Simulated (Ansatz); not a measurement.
# MgRh (Pm-3m): Grüneisen parameters

Aim: how the phonons of MgRh (Pm-3m) shift with volume, and the thermal expansion that follows.

Method: DFT PBEsol, scalar-relativistic, plane waves, PAW; PAW set soft_1, in Ansatz 0.2.0.

## Step 1: The structure

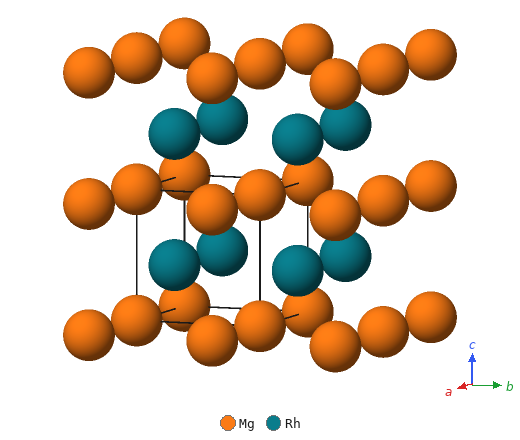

Start, viewed slightly off an axis; magnesium orange, rhodium blue. 2×2×2 cells are drawn. Some periodic images of atoms are drawn too.

Structure file:

```cif
data_structure
_symmetry_space_group_name_H-M 'P 1'
_symmetry_Int_Tables_number 1
_cell_length_a 3.0826
_cell_length_b 3.0826
_cell_length_c 3.0826
_cell_angle_alpha 90.000
_cell_angle_beta 90.000
_cell_angle_gamma 90.000
_cell_volume 29.29
loop_
_atom_site_label
_atom_site_type_symbol
_atom_site_fract_x
_atom_site_fract_y
_atom_site_fract_z
_atom_site_occupancy
Mg1 Mg 0.00000 0.00000 0.00000 1
Rh2 Rh 0.50000 0.50000 0.50000 1
```

## Step 2: Phonons on a q mesh

The cell comes from relaxations at this level that are not shown. Stability and thermal properties need the whole zone. Linear response on a 4×4×4 q mesh gives force constants as far as a supercell of that size would.

File input.yaml:

```yaml
crystal:
  lattice:
    - [3.0826217248, 0.0, 0.0]
    - [0.0, 3.0826217248, 0.0]
    - [0.0, 0.0, 3.0826217248]
  atoms:
    - { symbol: Mg, position: [0.0, 0.0, 0.0] }
    - { symbol: Rh, position: [0.5, 0.5, 0.5] }
kpoints:
  mp_grid: { grid: [16, 16, 16] }
hamiltonian:
  xc: pbesol
  pseudopotentials: { kind: paw, azcp: { folder: soft_1 }, xc_functional: pbe }
scf:
  occupations: { method: methfessel_paxton, width: 0.2 }
output:
  eigenvalues: true
phonons:
  method: dfpt
  qmesh: [4, 4, 4]
  temperatures: { t_max: 1000, t_step: 50 }
  qpath:
    path:
      - [[0.0, 0.0, 0.0], [0.0, 0.5, 0.0], [0.5, 0.5, 0.0], [0.0, 0.0, 0.0], [0.5, 0.5, 0.5], [0.0, 0.5, 0.0]]
      - [[0.5, 0.5, 0.5], [0.5, 0.5, 0.0]]
    npoints: 10
```

Command:

```console
$ ansatz run input.yaml --threads 4 --pin off --max-ram 10240MiB --backend cpu --events-out ev --progress --plain --runs-dir out
```

Numbers of over 12 decimals in the logs are rounded to 6 here.

The program printed:

```text
Engine: ansatz 0.2.0, aarch64-unknown-linux-gnu
Pseudopotentials: kind: paw
Pseudopotential: Mg, paw, valence charge 10, recommended cutoff 420 eV (normal), soft_1/Mg.paw.azcp
Pseudopotential: Rh, paw, valence charge 17, recommended cutoff 420 eV (normal), soft_1/Rh.paw.azcp
Functional definition: PBEsol
  exchange = pbesol_x
  correlation = pbesol_c
Crystal: 2 atoms, lattice volume = 29.293 Å³
Basis set: ecut = 420 eV, 587 PW (Γ), exchange–correlation on 48×48×48 points (8 copies of the dense FFT grid, shifted against one another)
Bands: 18, of which v1, the nominal top of the filled ones, is band 14 counted from 1 (13 counted from 0)
Symmetry: 48 space group operations
k-points: 165 of 4096
Non-local potential: Mg, projectors of the file, l = 0: 3, l = 1: 2, l = 2: 1
Non-local potential: Rh, projectors of the file, l = 0: 3, l = 1: 2, l = 2: 2, l = 3: 1
PAW form: soft (Blöchl's): semilocal exchange-correlation on the pseudo side does not see the compensation charge
PAW frozen core: Mg, regenerated for the run's functional, and the local potential with it (the file was generated under x = pbe(κ = 0.804, μ = 0.219515), c = pbe(β = 0.066725))
PAW frozen core: Rh, regenerated for the run's functional, and the local potential with it (the file was generated under x = pbe(κ = 0.804, μ = 0.219515), c = pbe(β = 0.066725))
PAW one-centre angular grid: Mg, 110 points (default); XC on 64 Gauss nodes
PAW one-centre angular grid: Rh, 590 points (default); XC on 64 Gauss nodes
Initial density: superposition of atomic densities (chi_scale 0.1, normalization cell, long waves kept (reshape's long-wave potential 0.00 eV rms))
Initial wavefunctions: pseudopotential atomic-orbital guess
Functional: x = pbesol(κ = 0.804, μ = 0.123457), c = pbesol(β = 0.046)
SCF iter   1: F=—  HF=-8253.550417 eV  |F-HF|=—  |Δ(HF+E_count)|=         —  Δρ=1.63e-1  dr2=1.02e1  ethr=3.10e-3  ⟨swp⟩=5.0  Hψ=14837  notcnv=0
preconditioner: auto → none  [metal: Δε(μ)=0.017 eV  Ē_g=8.431 eV  σ=0.200 eV  W_gap=0.07  n_scr=6 (ndim 8)  ℏωp=22.8 eV  f_vac=0.000  D(μ)=2.21/eV (n_scr^D=26)  sad-step TF]
SCF iter   2: F=—  HF=-8252.374759 eV  |F-HF|=—  |Δ(HF+E_count)|=    1.18e0  S|Δr|=    0.00e0  Δρ=1.00e-1  dr2=4.19e0  ethr=3.10e-3  ⟨swp⟩=2.7  Hψ=6564  notcnv=0  defer=17
SCF iter   3: F=—  HF=-8251.606727 eV  |F-HF|=—  |Δ(HF+E_count)|=   7.68e-1  S|Δr|=    0.00e0  Δρ=5.88e-3  dr2=9.15e-3  ethr=3.10e-3  ⟨swp⟩=2.8  Hψ=4713  notcnv=0  defer=17
SCF iter   4: F=—  HF=-8251.602791 eV  |F-HF|=—  |Δ(HF+E_count)|=   3.94e-3  S|Δr|=    0.00e0  Δρ=1.33e-3  dr2=2.47e-4  ethr=3.39e-5  ⟨swp⟩=2.6  Hψ=6169  notcnv=0  defer=18
SCF iter   5: F=—  HF=-8251.602638 eV  |F-HF|=—  |Δ(HF+E_count)|=   1.53e-4  S|Δr|=    0.00e0  Δρ=2.37e-4  dr2=9.86e-6  ethr=9.14e-7  ⟨swp⟩=2.0  Hψ=5110  notcnv=0  defer=18
SCF iter   6: F=—  HF=-8251.602636 eV  |F-HF|=—  |Δ(HF+E_count)|=   2.21e-6  S|Δr|=    0.00e0  Δρ=3.73e-5  dr2=2.49e-7  ethr=3.65e-8  ⟨swp⟩=2.5  Hψ=4701  notcnv=0  defer=18
SCF iter   7: F=—  HF=-8251.602636 eV  |F-HF|=—  |Δ(HF+E_count)|=   4.16e-7  S|Δr|=    0.00e0  Δρ=3.73e-6  dr2=4.30e-9  ethr=9.21e-10  ⟨swp⟩=2.0  Hψ=4336  notcnv=0  defer=18
SCF iter   8: F=—  HF=-8251.602636 eV  |F-HF|=—  |Δ(HF+E_count)|=  5.00e-10  S|Δr|=    0.00e0  Δρ=3.26e-7  dr2=2.97e-11  ethr=1.59e-11  ⟨swp⟩=2.4  Hψ=4290  notcnv=0  defer=18
SCF iter   9: F=-8251.602636 eV  HF=-8251.602636 eV  |F-HF|=0.00e0  |Δ(HF+E_count)|=  7.28e-12  S|Δr|=    0.00e0  Δρ=5.58e-8  dr2=2.46e-13  ethr=1.00e-12  ⟨swp⟩=6.1  Hψ=12801  notcnv=0
SCF 1 converged in 9 iterations: F = -8251.602636 eV  dr2 = 2.46e-13
  greatest PAW one-centre occupation: 1.000 electrons in one spin orbital (limit 2), on the Mg atom at site 0 (counted from 0), in its partial waves of l = 0
phonons: the bands overlap, so this run is a metal and interpolates without the dipole-dipole term. If the crystal is really an insulator or semiconductor, its LO-TO splitting is missing
NSCF: frozen V_eff on 165 k-points
WARN: eigensolver did not converge in 4 slots of this pass, the one above among them; of largest residual over every band (k=42): 1 band(s) unlocked (lowest unlocked band 17, counted from 0; max residual 1.09e-4 eV among the unlocked bands, 1.09e-4 eV over every band); of lowest unlocked band (k=39): band 17
NSCF: frozen V_eff on 405 k-points
DFPT response loops at q = (0, 0, 0) (fractional): preconditioner auto → Kerker (q_TF=auto, 2.691 Å⁻¹) (partly filled bands, converged f_vac=0.000); β = 1.00, the filter's whole step (`scf.mixing.beta` (0.50) is not read by the response loops under this deck's `scf.mixing.preconditioner`; to damp them name `kerker` or `kerker_dos`, under which they read `scf.mixing.beta`, and type it under 1.00, their step now; both keys bind the ground state too); Broyden in place of MSR1
NSCF: frozen V_eff on 2592 k-points
DFPT response loops at q = (0, 0, 0.25) (fractional): mixed as the last ones told, above
NSCF: frozen V_eff on 1458 k-points
DFPT response loops at q = (0, 0, -0.5) (fractional): mixed as the last ones told, above
NSCF: frozen V_eff on 4608 k-points
DFPT response loops at q = (0, 0.25, 0.25) (fractional): mixed as the last ones told, above
NSCF: frozen V_eff on 2592 k-points
DFPT response loops at q = (0, 0.25, -0.5) (fractional): mixed as the last ones told, above
NSCF: frozen V_eff on 1458 k-points
DFPT response loops at q = (0, -0.5, -0.5) (fractional): mixed as the last ones told, above
NSCF: frozen V_eff on 4352 k-points
DFPT response loops at q = (0.25, 0.25, 0.25) (fractional): mixed as the last ones told, above
NSCF: frozen V_eff on 4608 k-points
DFPT response loops at q = (0.25, 0.25, -0.5) (fractional): mixed as the last ones told, above
NSCF: frozen V_eff on 2592 k-points
DFPT response loops at q = (0.25, -0.5, -0.5) (fractional): mixed as the last ones told, above
NSCF: frozen V_eff on 810 k-points
DFPT response loops at q = (-0.5, -0.5, -0.5) (fractional): mixed as the last ones told, above
SCF converged after 9 iterations
Stability not checked: this state was not tested for a lower state beside it, because cold or Methfessel-Paxton smearing, or corrected tetrahedra, fill the levels in a way that the test cannot read (fill_not_monotonic; see scf.lower_state_search)
Free energy (F): -8251.602636 eV
Harris-Foulkes:  -8251.602636 eV  (|F-HF|=0.00e0)
Internal energy: -8251.603990 eV  (E = F + TS)
E sigma→0 (E₀):  -8251.602974 eV
Entropy (-TS):   0.001354 eV (0.677 meV/atom)
Fermi energy:    14.030427 eV
--- Per-component energies (eV) ---
  E_band       = -458.181631
  E_kinetic    = 610.766708
  E_local      = -3229.133213  (includes V_loc(G=0)·N_el)
  E_nonlocal   = 498.626292
  E_hartree    = 1140.423600
  E_xc         = -227.647164
  E_vxc        = -287.715653  (∫ρ·V_xc dr)
  E_paw        = -3830.309615  (= ΣΔE_a)
  E_vpaw       = -331.572911  (= ΣTr[D̂ρ^β])
  E_aug_tail   = -0.000046  (compensation charges beyond the density's cutoff)
  E_ewald      = -3214.665614
  E_core_change = 0.335063  (= ΣΔE_core)
  E_smearing   = 0.001354  (= −TS)
  E_closure    = 0.000000  (closes the sum)
  Σ components = -8251.602636   (vs F -8251.602636, Δ=0.00e0)
--- Band table (eV; the first three rows and the last of 165) ---
  k-point 0: bands = [... 10 lower, 11.0726, 13.8684, 13.8684, 13.8684, 22.4332, 22.4332, 22.4332, 25.5993]
  k-point 1: bands = [... 10 lower, 11.1061, 13.8196, 13.8196, 13.8738, 21.8914, 22.5376, 22.5376, 25.5019]
  k-point 2: bands = [... 10 lower, 11.2006, 13.6850, 13.6850, 13.8892, 20.7792, 22.8371, 22.8371, 25.2303]
  k-point 164: bands = [... 10 lower, 10.8864, 14.8205, 14.8205, 18.6470, 18.6470, 18.6470, 21.6354, 23.3351]
--- Phonons (Γ-DFPT): 2 representative perturbations + reference (Σ response iterations 7) ---
  ASR residual: 4.780e-5 → 0.000e0 eV/Å²; symmetrization residual: 2.507e-6 eV/Å²
  ASR residual per site (eV/Å²): 4.78e-5 6.86e-6
  Γ frequencies (cm⁻¹): 0.00 0.00 0.00 285.55 285.55 285.55
--- Phonons (arbitrary-q DFPT): 10 irreducible q on the 4×4×4 mesh ---
  q = [0.0000, 0.0000, 0.0000] (star 1, of the zone-centre solve; hermiticity 8.50e-7, symmetrization 3.61e-12): -0.00 -0.00 0.00 285.55 285.55 285.55
  q = [0.0000, 0.0000, 0.2500] (star 6, 4 solved perturbations in 4032 linear systems a pass and spin channel, the states on 1296 of 4096 k-point pairs; hermiticity 9.32e-7, symmetrization 1.59e-12): 86.65 86.65 106.14 274.72 274.72 303.93
  q = [0.0000, 0.0000, -0.5000] (star 3, 4 solved perturbations in 2268 linear systems a pass and spin channel, the states on 729 of 4096 k-point pairs; hermiticity 3.96e-13, symmetrization 5.06e-13): 137.43 137.43 141.38 258.50 258.50 327.85
  q = [0.0000, 0.2500, 0.2500] (star 12, 4 solved perturbations in 7056 linear systems a pass and spin channel, the states on 2304 of 4096 k-point pairs; hermiticity 5.89e-7, symmetrization 1.52e-13): 58.79 112.42 138.90 266.46 296.35 305.03
  q = [0.0000, 0.2500, -0.5000] (star 12, 6 solved perturbations on 1296 of 4096 k-point pairs; hermiticity 7.74e-7, symmetrization 2.66e-14): 101.64 113.00 141.31 255.93 299.75 328.38
  q = [0.0000, -0.5000, -0.5000] (star 3, 4 solved perturbations in 2268 linear systems a pass and spin channel, the states on 729 of 4096 k-point pairs; hermiticity 1.31e-6, symmetrization 4.45e-13): 63.98 63.98 149.17 254.08 330.02 330.02
  q = [0.2500, 0.2500, 0.2500] (star 8, 2 solved perturbations on 2176 of 4096 k-point pairs; hermiticity 4.24e-7, symmetrization 1.97e-13): 100.36 100.36 134.14 293.59 298.05 298.05
  q = [0.2500, 0.2500, -0.5000] (star 12, 4 solved perturbations in 7056 linear systems a pass and spin channel, the states on 2304 of 4096 k-point pairs; hermiticity 7.35e-7, symmetrization 1.92e-13): 101.23 114.06 137.08 289.18 299.34 325.33
  q = [0.2500, -0.5000, -0.5000] (star 6, 4 solved perturbations in 4032 linear systems a pass and spin channel, the states on 1296 of 4096 k-point pairs; hermiticity 7.64e-7, symmetrization 2.23e-13): 99.21 99.21 143.93 288.10 324.54 324.54
  q = [-0.5000, -0.5000, -0.5000] (star 1, 2 solved perturbations on 405 of 4096 k-point pairs; hermiticity 1.30e-12, symmetrization 2.23e-12): 130.72 130.72 130.72 319.57 319.57 319.57
  sum rule: each row above includes the acoustic sum rule's correction from the zone centre's row sums; it moved no ω² by more than (0.73 cm⁻¹)²
  mesh force constants: q→R imaginary residual 3.47e-18; ASR residual 4.780e-5 → 0.000e0 eV/Å²; symmetrization residual 5.329e-15 eV/Å²
  interpolated dispersion: 62 rows × 6 modes
  density of states and harmonic sums: on the 20×20×20 q-mesh, interpolated from the force constants of a 4×4×4 supercell (no non-analytic term)
  largest difference from the sums on the solved wave vectors: F 1.24e-2 eV, S 1.64e-5 and C_V 4.01e-6 eV/K
  zero-point energy: 0.075674 eV/cell   skipped modes (ω ≤ 0): 3   left out of the sums: 6.25e-5 of the cell's modes: C_V's classical limit lies that fraction below 3 k_B per atom; for a crystal, a wire or a layer, F and S can be off by more, and a phonons.interpolated_qmesh denser along its periods is the remedy for the sampling
```

The job ended after 8.5 min (4 threads of Arm Neoverse V1, shared host; peak memory 2.8 GiB; 33 min of CPU time).

This step gave:

* volume per atom: 14.65 Å³
* gap on the k-mesh: 0 eV
* sum-rule residual before enforcement: 4.78e-5 eV/Å²
* lowest frequency on the path: 0 cm⁻¹
* point group: m-3m
* highest frequency on the path or at a solved wavevector: 330.0 cm⁻¹
* mean frequency: 203.5 cm⁻¹
* Debye temperature (second moment): 418 K
* logarithmic mean frequency: 177.5 cm⁻¹
* highest optical mode at the zone centre (no LO-TO term): 285.6 cm⁻¹
* lowest optical zone-centre mode: 285.6 cm⁻¹
* lowest mode on the q mesh (acoustic modes at Γ apart): 58.79 cm⁻¹
* zero-point energy per atom: 37.84 meV
* heat capacity at 300 K: 22.73 J/(mol atoms K)
* vibrational entropy at 300 K: 30.11 J/(mol atoms K)
* edges of the widest gap between branches, on path and mesh: 149.2, 254.1 cm⁻¹

Frequencies (cm⁻¹) solved at each irreducible wavevector; negative means imaginary. Frequencies by wavevector, by row:

```tsv
q in reciprocal lattice units	star	mode 1	mode 2	mode 3	mode 4	mode 5	mode 6
0 0 0	1	0	0	0	285.6	285.6	285.6
0 0 0.25	6	86.7	86.7	106.1	274.7	274.7	303.9
0 0 -0.5	3	137.4	137.4	141.4	258.5	258.5	327.9
0 0.25 0.25	12	58.8	112.4	138.9	266.5	296.4	305
0 0.25 -0.5	12	101.6	113	141.3	255.9	299.8	328.4
0 -0.5 -0.5	3	64	64	149.2	254.1	330	330
0.25 0.25 0.25	8	100.4	100.4	134.1	293.6	298.1	298.1
0.25 0.25 -0.5	12	101.2	114.1	137.1	289.2	299.3	325.3
0.25 -0.5 -0.5	6	99.2	99.2	143.9	288.1	324.5	324.5
-0.5 -0.5 -0.5	1	130.7	130.7	130.7	319.6	319.6	319.6
```

Symmetry leaves 10 wavevectors to solve. The lowest mode among them, the acoustic zeros apart, lies at q = (0, 0.25, 0.25) and is real, 58.8 cm⁻¹.

## Step 3: Relaxing at another volume, volume ratio 0.97

The volume is scaled by 0.97 and held; symmetry leaves nothing to relax, so this is a single point. The modes can then be followed against volume.

input.yaml, the sections that differ from step 2:

```yaml
crystal:
  lattice:
    - [3.0514820026, 0.0, 0.0]
    - [0.0, 3.0514820026, 0.0]
    - [0.0, 0.0, 3.0514820026]
  atoms:
    - { symbol: Mg, position: [0.0, 0.0, 0.0] }
    - { symbol: Rh, position: [0.5, 0.5, 0.5] }
output:
  forces: true
  stress: true
  eigenvalues: true
# kpoints, hamiltonian, scf: as in step 2
# phonons: removed
```

The program printed:

```text
[...]
Crystal: 2 atoms, lattice volume = 28.414 Å³
Basis set: ecut = 420 eV, 587 PW (Γ), exchange–correlation on 48×48×48 points (8 copies of the dense FFT grid, shifted against one another)
Bands: 18, of which v1, the nominal top of the filled ones, is band 14 counted from 1 (13 counted from 0)
Symmetry: 48 space group operations
[...]
k-points: 165 of 4096
[...]
--- Band table (eV; the first three rows and the last of 165) ---
  k-point 0: bands = [... 10 lower, 11.4875, 14.4202, 14.4202, 14.4202, 23.1668, 23.1668, 23.1668, 26.3500]
  k-point 1: bands = [... 10 lower, 11.5231, 14.3690, 14.3690, 14.4259, 22.6199, 23.2740, 23.2740, 26.2445]
  k-point 2: bands = [... 10 lower, 11.6236, 14.2281, 14.2281, 14.4422, 21.4968, 23.5804, 23.5804, 25.9489]
  k-point 164: bands = [... 10 lower, 11.3138, 15.4217, 15.4217, 19.2701, 19.2701, 19.2701, 22.4265, 24.1536]
[key lines of the parts left out:]
SCF converged after 7 iterations
Free energy (F): -8251.591589 eV
Fermi energy:    14.586935 eV
P = ⅓ Tr σ = 4.1516 GPa (41.516 kbar)
```

Run time: 1.5 s. Hardware: 4 threads; peak memory 0.36 GiB; 5 s of CPU time.

Numbers from this step:

```yaml
pressure: 4.152 GPa
volume_per_atom: 14.21 Å³
```

The run ends at a pressure of 4.15 GPa.

## Step 4: Phonons at the other volume, volume ratio 0.97

The phonons are repeated at this volume on the same k and q meshes.

input.yaml, as its differences from that of step 3:

```diff
@@ -16,4 +16,11 @@
 output:
-  forces: true
-  stress: true
   eigenvalues: true
+phonons:
+  method: dfpt
+  qmesh: [4, 4, 4]
+  temperatures: { t_max: 1000, t_step: 50 }
+  qpath:
+    path:
+      - [[0.0, 0.0, 0.0], [0.0, 0.5, 0.0], [0.5, 0.5, 0.0], [0.0, 0.0, 0.0], [0.5, 0.5, 0.5], [0.0, 0.5, 0.0]]
+      - [[0.5, 0.5, 0.5], [0.5, 0.5, 0.0]]
+    npoints: 10
```

The program printed:

```text
[...]
Crystal: 2 atoms, lattice volume = 28.414 Å³
Basis set: ecut = 420 eV, 587 PW (Γ), exchange–correlation on 48×48×48 points (8 copies of the dense FFT grid, shifted against one another)
Bands: 18, of which v1, the nominal top of the filled ones, is band 14 counted from 1 (13 counted from 0)
Symmetry: 48 space group operations
k-points: 165 of 4096
[...]
SCF iter   1: F=—  HF=-8253.530153 eV  |F-HF|=—  |Δ(HF+E_count)|=         —  Δρ=1.65e-1  dr2=9.96e0  ethr=3.10e-3  ⟨swp⟩=5.0  Hψ=14780  notcnv=0
[...]
SCF iter   9: F=-8251.591589 eV  HF=-8251.591589 eV  |F-HF|=1.82e-12  |Δ(HF+E_count)|=  2.18e-11  S|Δr|=    0.00e0  Δρ=3.05e-8  dr2=1.25e-13  ethr=1.00e-12  ⟨swp⟩=6.1  Hψ=13045  notcnv=0
SCF 1 converged in 9 iterations: F = -8251.591589 eV  dr2 = 1.25e-13
[...]
NSCF: frozen V_eff on 165 k-points
[...]
SCF converged after 9 iterations
[...]
Free energy (F): -8251.591589 eV
[...]
Internal energy: -8251.592830 eV  (E = F + TS)
E sigma→0 (E₀):  -8251.591899 eV
Entropy (-TS):   0.001242 eV (0.621 meV/atom)
Fermi energy:    14.586921 eV
[...]
--- Band table (eV; the first three rows and the last of 165) ---
  k-point 0: bands = [... 10 lower, 11.4875, 14.4202, 14.4202, 14.4202, 23.1668, 23.1668, 23.1668, 26.3500]
  k-point 1: bands = [... 10 lower, 11.5231, 14.3690, 14.3690, 14.4259, 22.6199, 23.2740, 23.2740, 26.2445]
  k-point 2: bands = [... 10 lower, 11.6236, 14.2280, 14.2280, 14.4422, 21.4968, 23.5804, 23.5804, 25.9489]
  k-point 164: bands = [... 10 lower, 11.3138, 15.4217, 15.4217, 19.2701, 19.2701, 19.2701, 22.4265, 24.1536]
[...]
ASR residual: 3.074e-5 → 0.000e0 eV/Å²; symmetrization residual: 1.703e-6 eV/Å²
  ASR residual per site (eV/Å²): 7.49e-6 3.07e-5
  Γ frequencies (cm⁻¹): 0.00 0.00 0.00 300.38 300.38 300.38
--- Phonons (arbitrary-q DFPT): 10 irreducible q on the 4×4×4 mesh ---
[...]
interpolated dispersion: 62 rows × 6 modes
[...]
```

Elapsed: 8.5 min, on 4 threads; peak memory 2.7 GiB; 33 min of CPU time.

This step gave:

- sum-rule residual before enforcement: 3.07e-5 eV/Å²
- highest frequency on the path or at a solved wavevector: 347.5 cm⁻¹
- mean frequency: 214.1 cm⁻¹
- Debye temperature (second moment): 439 K
- logarithmic mean frequency: 187.2 cm⁻¹
- highest optical mode at the zone centre (no LO-TO term): 300.4 cm⁻¹
- lowest optical zone-centre mode: 300.4 cm⁻¹
- lowest mode on the q mesh (acoustic modes at Γ apart): 63.01 cm⁻¹
- zero-point energy per atom: 39.81 meV
- heat capacity at 300 K: 22.52 J/(mol atoms K)
- vibrational entropy at 300 K: 28.90 J/(mol atoms K)
- edges of the widest gap between branches, on path and mesh: 154.8, 266.7 cm⁻¹

Frequencies (cm⁻¹) solved at each irreducible wavevector; negative means imaginary. Frequencies by wavevector, by row:

```tsv
q in reciprocal lattice units	star	mode 1	mode 2	mode 3	mode 4	mode 5	mode 6
0 0 0	1	0	0	0	300.4	300.4	300.4
0 0 0.25	6	90.3	90.3	113.8	288.5	288.5	319.2
0 0 -0.5	3	143.5	143.5	152.2	270.7	270.7	343.5
0 0.25 0.25	12	63	117	147.4	279.6	310.3	321.4
0 0.25 -0.5	12	109.3	118.8	147.1	268.3	315.3	344.9
0 -0.5 -0.5	3	69.6	69.6	154.8	266.7	347.5	347.5
0.25 0.25 0.25	8	106.6	106.6	140.7	308.3	313.2	313.2
0.25 0.25 -0.5	12	108.8	118.8	145.9	302.4	315.1	341.7
0.25 -0.5 -0.5	6	107	107	151.8	301.6	340.7	340.7
-0.5 -0.5 -0.5	1	141.1	141.1	141.1	333.9	333.9	333.9
```

The highest optical mode at the zone centre (no LO-TO term) is 300.4 cm⁻¹, +14.8 cm⁻¹ against the base run.

(Continued in part 2 of 2.)

[Logs are printed without paths, hosts, clocks, repeated set-up lines and the standing remarks that a program may print on its own settings, such as how far it seeks lower states.]

[Hosts, paths, dates, database ids (printed as entryN), source tags and the programs' standing remarks are cut or masked in the printed files.]
